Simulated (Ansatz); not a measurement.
# How far to go with the k-point mesh: SrIn2 (P3m1, 6 atoms in the cell)

```
SrIn2
1.0
    5.06967     0.00000     0.00000
   -2.53484     4.39046     0.00000
    0.00000     0.00000     8.15589
Sr In
2 4
Cartesian
  0.00000   0.00000   6.16692
  0.00000   0.00000   2.03897
  0.00000   2.92698   7.77656
  2.53484   1.46349   0.37933
  2.53484   1.46349   3.69861
  0.00000   2.92698   4.45727
```

Method of the run: LDA (PW92), default PAW files made with PBE (plane waves; Ansatz, a first-principles code).

Base settings: basis.ecutwfc = 420 eV; kpoints.mp_grid.grid = 7 7 3; hamiltonian.xc = lda; hamiltonian.pseudopotentials = {kind: paw} (the program's default PAW files); scf.occupations.method = gaussian; scf.occupations.width = 0.1 eV.

The second cell is the first with its lattice scaled by 0.98.

Only quantities that move along the ladder and can be compared are tabulated.

The count of work is k-points × plane waves × bands × iterations; it is no time. Core times come from one kind of shared machine, to one figure; runs under 30 s give none.

The starting cell comes from a database of computed structures (which also holds hypothetical and non-ambient phases and stackings), without a prior relaxation at this level. Its lattice was rescaled by up to half a per cent. One atom was moved a little off its site on purpose. In the base run, with a pressure of about -4 GPa the cell is away from its equilibrium volume at this level. Ansatz's pressure includes its estimate of the finite-basis (Pulay) stress.

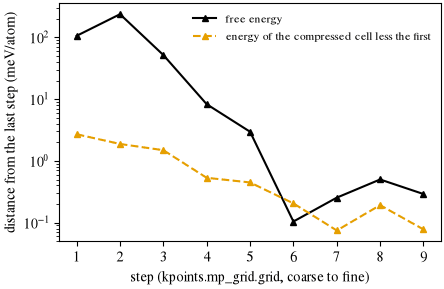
Figure: Distance from the last step along the ladder; very small values are drawn at a floor.

```tsv
kpoints.mp_grid.grid	free energy less the last step's (meV/atom)	energy of the compressed cell less the first (meV/atom)	pressure (GPa)	largest difference of a force vector from the last step's (eV/Å)	count of work / last	core time / last (rough)
2 2 1	106.10	-25.85	-2.84	0.616	0.010	–
2 2 2	237.47	-26.67	-3.34	0.076	0.018	–
3 3 2	51.79	-27.06	-3.09	0.054	0.027	–
5 5 3	8.28	-29.08	-3.52	0.013	0.055	–
7 7 3	2.97	-29.00	-3.53	0.032	0.10	–
7 7 4	0.10	-28.76	-3.53	0.018	0.15	–
9 9 5	-0.25	-28.63	-3.51	0.015	0.26	0.3
11 11 6	-0.50	-28.36	-3.49	0.005	0.44	0.4
13 13 7	-0.29	-28.47	-3.50	0.000	0.66	0.7
15 15 8	0.00	-28.55	-3.51	0.000	1.0	1
```

Coarsest kpoints.mp_grid.grid that holds the free energy within 2 meV/atom of the last step, with all finer ones: 7 7 4, at 0.15 of the last step's count of work; the step before is off by 3.0 meV/atom.

Coarsest kpoints.mp_grid.grid that holds the forces within 0.02 eV/Å of the last step, with all finer ones: 7 7 4, at 0.15 of the last step's count of work; the step before is off by 0.032 eV/Å.

Coarsest kpoints.mp_grid.grid that holds the energy of the compressed cell less the first within 1 meV/atom of the last step, with all finer ones: 5 5 3, at 0.055 of the last step's count of work; the step before is off by 1.5 meV/atom.

The energy difference between the two cells stays within 1 meV/atom of the last step's from 5 5 3 on, the total only from 7 7 4 on: much of the error is common to both cells and cancels.

Keys are those of Ansatz 0.2.
